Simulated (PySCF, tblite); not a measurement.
# C5H8S: a rotation path, then NMR shifts on frames, part 2 of 2

tblite 0.8.0 and PySCF 2.14.0. Atoms count from 0.

### Step 5. NMR shieldings: image 5, PBE0/pcSseg-1

What the job is given:

```
{"job": {"kind": "nmr", "xc": "PBE0", "basis": "pcSseg-1", "pop": false}, "charge": 0, "multiplicity": 1}
C      3.045400     1.321600     0.004800
C      1.797300     0.630000     0.224300
C      0.788400     0.023200     0.449800
C     -0.471800    -0.636300     0.665300
S     -1.870700     0.455500     0.137800
C     -2.903000    -0.798700    -0.671200
H      3.290200     1.923200     0.879000
H      3.846200     0.604200    -0.169100
H      2.962700     1.977100    -0.860900
H     -0.610400    -0.875300     1.722000
H     -0.543600    -1.543200     0.063300
H     -3.240600    -1.524800     0.063700
H     -2.338000    -1.280300    -1.463900
H     -3.752800    -0.276600    -1.097000
```

With the program's defaults for keys left out, this is: GIAO PBE0/pcSseg-1 NMR shielding, non-relativistic, gas phase.

The program printed:

```text
coarse grid: 12016 points
cycle   1  E = -592.9666705476  dE =  6.081e-01  |g| = 3.613e-01  |ddm| = 3.750e+00
cycle   2  E = -592.9774049102  dE = -1.073e-02  |g| = 3.093e-01  |ddm| = 1.070e+00
cycle   3  E = -593.0026292292  dE = -2.522e-02  |g| = 5.653e-02  |ddm| = 4.856e-01
cycle   4  E = -593.0028771891  dE = -2.480e-04  |g| = 4.779e-02  |ddm| = 7.945e-02
cycle   5  E = -593.0034281247  dE = -5.509e-04  |g| = 7.346e-03  |ddm| = 3.933e-02
cycle   6  E = -593.0034400338  dE = -1.191e-05  |g| = 2.436e-03  |ddm| = 9.455e-03
cycle   7  E = -593.0034413978  dE = -1.364e-06  |g| = 4.578e-04  |ddm| = 3.007e-03
final grid: 110768 points
cycle   8  E = -593.0430934762  dE = -2.454e-05  |g| = 8.447e-03  |ddm| = 3.976e-02
cycle   9  E = -593.0430872466  dE =  6.230e-06  |g| = 9.836e-03  |ddm| = 1.764e-02
cycle  10  E = -593.0431113226  dE = -2.408e-05  |g| = 6.261e-04  |ddm| = 9.911e-03
cycle  11  E = -593.0431114311  dE = -1.085e-07  |g| = 9.965e-05  |ddm| = 1.187e-03
cycle  12  E = -593.0431114323  dE = -1.207e-09  |g| = 7.085e-05  |ddm| = 1.276e-04
cycle  13  E = -593.0431114334  dE = -1.070e-09  |g| = 2.971e-05  |ddm| = 7.502e-05
cycle  14  E = -593.0431114336  dE = -2.238e-10  |g| = 4.255e-06  |ddm| = 2.935e-05
converged SCF energy = -593.0431114336

GIAO shielding tensors (ppm)
atom      isotropic    diamagn.    paramagn.     s11        s22        s33       span
  0 C      182.149     252.914     -70.765    174.618    175.298    196.532     21.914
  1 C       97.532     265.882    -168.350     18.059     23.539    250.998    232.939
  2 C      105.651     260.887    -155.236     10.984     25.677    280.293    269.309
  3 C      156.956     255.314     -98.358    130.721    161.269    178.879     48.158
  4 S      523.866    1057.663    -533.798    333.631    448.480    789.486    455.854
  5 C      163.031     251.592     -88.561    139.285    165.260    184.549     45.264
  6 H       29.701      27.804       1.898     24.433     28.032     36.639     12.206
  7 H       29.761      27.984       1.777     24.582     27.916     36.786     12.203
  8 H       29.740      29.657       0.083     24.554     28.270     36.397     11.844
  9 H       27.776      30.030      -2.254     21.632     27.789     33.906     12.274
 10 H       29.325      32.862      -3.537     23.529     30.344     34.101     10.571
 11 H       29.425      29.260       0.166     24.076     27.348     36.851     12.776
 12 H       29.611      31.257      -1.646     24.317     28.465     36.050     11.733
 13 H       29.883      28.934       0.949     25.034     26.542     38.072     13.037
```

Wall time 11 s (1 thread of Arm Neoverse V2, shared host); peak memory 0.72 GiB.

This run: δ C1 89.4, C2 81.3, C3 30.0, C5 23.9, H9 3.94, H10 2.39 ppm.

### Step 6. NMR shieldings: image 6, PBE0/pcSseg-1

What the job is given:

```
{"job": {"kind": "nmr", "xc": "PBE0", "basis": "pcSseg-1", "pop": false}, "charge": 0, "multiplicity": 1}
C      3.099500     1.347100     0.082000
C      1.842300     0.649500     0.212500
C      0.821900     0.038900     0.363500
C     -0.444800    -0.631800     0.487300
S     -1.807800     0.463700    -0.112500
C     -2.988800    -0.830500    -0.583200
H      3.287200     1.936100     0.978500
H      3.911800     0.634100    -0.052400
H      3.068200     2.014900    -0.777600
H     -0.648600    -0.890200     1.529300
H     -0.470500    -1.528800    -0.134800
H     -3.297300    -1.386300     0.298200
H     -2.532400    -1.489200    -1.316700
H     -3.841400    -0.328100    -1.026300
```

Level: GIAO PBE0/pcSseg-1 NMR shielding, non-relativistic, gas phase.

The program printed:

```text
coarse grid: 12016 points
cycle   1  E = -592.9680402844  dE =  6.088e-01  |g| = 3.600e-01  |ddm| = 3.763e+00
cycle   2  E = -592.9789058054  dE = -1.087e-02  |g| = 3.069e-01  |ddm| = 1.055e+00
cycle   3  E = -593.0038058680  dE = -2.490e-02  |g| = 5.491e-02  |ddm| = 4.790e-01
cycle   4  E = -593.0040082694  dE = -2.024e-04  |g| = 4.761e-02  |ddm| = 7.802e-02
cycle   5  E = -593.0045561801  dE = -5.479e-04  |g| = 6.968e-03  |ddm| = 3.884e-02
cycle   6  E = -593.0045667096  dE = -1.053e-05  |g| = 2.393e-03  |ddm| = 8.515e-03
cycle   7  E = -593.0045680269  dE = -1.317e-06  |g| = 4.210e-04  |ddm| = 2.857e-03
final grid: 110768 points
cycle   8  E = -593.0441321990  dE = -2.512e-05  |g| = 8.506e-03  |ddm| = 4.048e-02
cycle   9  E = -593.0441259685  dE =  6.231e-06  |g| = 9.890e-03  |ddm| = 1.737e-02
cycle  10  E = -593.0441502122  dE = -2.424e-05  |g| = 6.426e-04  |ddm| = 9.570e-03
cycle  11  E = -593.0441503264  dE = -1.142e-07  |g| = 1.102e-04  |ddm| = 1.124e-03
cycle  12  E = -593.0441503270  dE = -6.546e-10  |g| = 9.870e-05  |ddm| = 1.522e-04
cycle  13  E = -593.0441503293  dE = -2.265e-09  |g| = 2.595e-05  |ddm| = 8.966e-05
cycle  14  E = -593.0441503295  dE = -1.705e-10  |g| = 4.164e-06  |ddm| = 2.871e-05
converged SCF energy = -593.0441503295

GIAO shielding tensors (ppm)
atom      isotropic    diamagn.    paramagn.     s11        s22        s33       span
  0 C      182.228     253.175     -70.947    174.607    175.330    196.747     22.140
  1 C       98.336     266.183    -167.847     17.364     21.699    255.943    238.579
  2 C      106.467     258.600    -152.132     14.726     24.967    279.709    264.982
  3 C      156.679     256.887    -100.208    130.644    162.294    177.099     46.455
  4 S      527.640    1057.831    -530.191    357.478    441.072    784.369    426.891
  5 C      163.746     251.626     -87.879    142.560    163.689    184.990     42.430
  6 H       29.715      28.076       1.638     24.432     28.057     36.655     12.223
  7 H       29.768      27.963       1.805     24.578     27.917     36.808     12.229
  8 H       29.746      29.501       0.245     24.546     28.258     36.433     11.887
  9 H       27.903      30.549      -2.647     22.090     27.752     33.866     11.776
 10 H       29.126      32.904      -3.778     23.388     29.938     34.052     10.664
 11 H       29.507      29.330       0.176     24.184     27.379     36.957     12.774
 12 H       29.737      30.859      -1.123     24.515     28.314     36.382     11.867
 13 H       29.870      28.852       1.018     25.048     26.540     38.022     12.974
```

Wall time 11 s (1 thread of Arm Neoverse V2, shared host); peak memory 0.72 GiB.

This run: δ C1 88.6, C2 80.5, C3 30.2, C5 23.2, H9 3.81, H10 2.59 ppm.

### Step 7. Shielding tensors: image 8, PBE0/pcSseg-1

What the job is given:

```
{"job": {"kind": "nmr", "xc": "PBE0", "basis": "pcSseg-1", "pop": false}, "charge": 0, "multiplicity": 1}
C      3.129600     1.392700     0.225900
C      1.882900     0.661900     0.189800
C      0.865000     0.028500     0.177300
C     -0.382000    -0.690700     0.138100
S     -1.701600     0.336100    -0.642400
C     -3.079400    -0.823900    -0.412100
H      3.192400     1.978000     1.142900
H      3.969400     0.698900     0.187900
H      3.187700     2.066600    -0.628300
H     -0.718600    -0.935000     1.148700
H     -0.284600    -1.602400    -0.456700
H     -3.242400    -0.993400     0.649100
H     -2.863800    -1.759900    -0.920900
H     -3.955200    -0.358000    -0.851200
```

Method: GIAO PBE0/pcSseg-1 NMR shielding, non-relativistic, gas phase.

The program printed:

```text
coarse grid: 12016 points
cycle   1  E = -592.9697121006  dE =  6.012e-01  |g| = 3.579e-01  |ddm| = 3.799e+00
cycle   2  E = -592.9807336167  dE = -1.102e-02  |g| = 3.033e-01  |ddm| = 1.001e+00
cycle   3  E = -593.0051049526  dE = -2.437e-02  |g| = 5.299e-02  |ddm| = 4.494e-01
cycle   4  E = -593.0052699660  dE = -1.650e-04  |g| = 4.688e-02  |ddm| = 7.574e-02
cycle   5  E = -593.0058016013  dE = -5.316e-04  |g| = 6.837e-03  |ddm| = 3.773e-02
cycle   6  E = -593.0058116172  dE = -1.002e-05  |g| = 2.384e-03  |ddm| = 7.763e-03
cycle   7  E = -593.0058129271  dE = -1.310e-06  |g| = 3.983e-04  |ddm| = 2.675e-03
final grid: 110768 points
cycle   8  E = -593.0454488196  dE = -2.431e-05  |g| = 8.409e-03  |ddm| = 4.939e-02
cycle   9  E = -593.0454428754  dE =  5.944e-06  |g| = 9.750e-03  |ddm| = 1.726e-02
cycle  10  E = -593.0454663503  dE = -2.347e-05  |g| = 6.684e-04  |ddm| = 9.025e-03
cycle  11  E = -593.0454664723  dE = -1.220e-07  |g| = 1.481e-04  |ddm| = 1.038e-03
cycle  12  E = -593.0454664734  dE = -1.094e-09  |g| = 1.346e-04  |ddm| = 2.101e-04
cycle  13  E = -593.0454664778  dE = -4.338e-09  |g| = 2.057e-05  |ddm| = 1.090e-04
cycle  14  E = -593.0454664779  dE = -1.096e-10  |g| = 4.072e-06  |ddm| = 2.616e-05
converged SCF energy = -593.0454664779

GIAO shielding tensors (ppm)
atom      isotropic    diamagn.    paramagn.     s11        s22        s33       span
  0 C      182.097     253.668     -71.572    174.535    174.973    196.783     22.249
  1 C       99.710     266.683    -166.973     16.460     20.610    262.060    245.601
  2 C      107.056     255.469    -148.412     18.344     23.839    278.986    260.643
  3 C      157.022     258.147    -101.125    132.047    163.579    175.440     43.393
  4 S      530.151    1057.803    -527.652    399.374    413.827    777.251    377.877
  5 C      164.851     251.270     -86.419    148.915    159.869    185.769     36.854
  6 H       29.724      28.708       1.017     24.466     28.071     36.636     12.169
  7 H       29.743      27.833       1.910     24.539     27.905     36.786     12.247
  8 H       29.714      29.234       0.480     24.492     28.203     36.447     11.955
  9 H       28.588      32.184      -3.596     22.988     28.774     34.003     11.015
 10 H       28.397      31.792      -3.395     22.817     28.400     33.975     11.158
 11 H       29.683      29.979      -0.296     24.416     27.809     36.822     12.406
 12 H       29.730      29.789      -0.059     24.550     27.737     36.902     12.352
 13 H       29.869      28.602       1.267     25.062     26.551     37.993     12.931
```

Wall time 10 s (1 thread of Arm Neoverse V2, shared host); peak memory 0.72 GiB.

Key values: δ C1 87.2, C2 79.9, C3 29.9, C5 22.1, H10 3.32, H9 3.13 ppm.

### Step 8. Run by run: NMR shifts

Shifts (ppm) of some atoms, chosen among heavy atoms and hydrogens apart, with basis size and wall time:

| frame | C1 | C2 | C3 | C5 | H10 | H9 | S4 | functions | time |
| --- | --- | --- | --- | --- | --- | --- | --- | --- | --- |
| image 0 | 86.8 | 81.8 | 27.5 | 19.4 | 3.14 | 3.03 | -2 | 149 | 11 s |
| image 2 | 86.3 | 83.4 | 29.0 | 22.6 | 2.57 | 3.40 | 5 | 149 | 11 s |
| image 5 | 89.4 | 81.3 | 30.0 | 23.9 | 2.39 | 3.94 | -20 | 149 | 11 s |
| image 6 | 88.6 | 80.5 | 30.2 | 23.2 | 2.59 | 3.81 | -24 | 149 | 11 s |
| image 8 | 87.2 | 79.9 | 29.9 | 22.1 | 3.32 | 3.13 | -26 | 149 | 10 s |

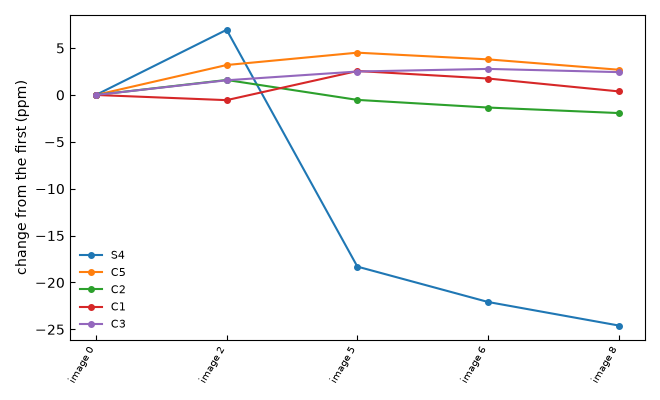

How five of the tabulated atoms move from run to run.

### Step 9. Results

The summary covers parts 1 to 2.

| quantity | value |
| --- | --- |
| barrier | 0.114 eV (2.6 kcal/mol) at image 5 |
| end to end (GFN2-xTB) | 0.091 eV |
| 13C shifts against TMS (PBE0/pcSseg-1, image 0) | 86.8, 81.8, 27.5, 19.4, 4.8 ppm |
| 1H shifts against TMS (PBE0/pcSseg-1, image 0) | 3.14, 3.03, 2.69, 2.04, 2.04, 2.04, 1.98, 1.88 ppm |
| 33S shifts against CS2 (PBE0/pcSseg-1, image 0) | -2 ppm |
| range of the shift of S4 | -26 to 5 ppm |

In words: Along the band the dihedral turns by 120°, and the top (dihedral 139°) lies 2.6 kcal/mol above the start (GFN2-xTB, rough), so at room temperature this motion is fast. The top was not checked by a frequency run. Shifts at one fixed geometry are not the observed spectrum, which averages over the motion. In the first frame run (image 0): The largest span, 353 ppm, is at S4, where the paramagnetic term is -550 ppm. Across the 5 runs the shift of S4 moves most, between -26 (image 8) and 5 ppm (image 2).
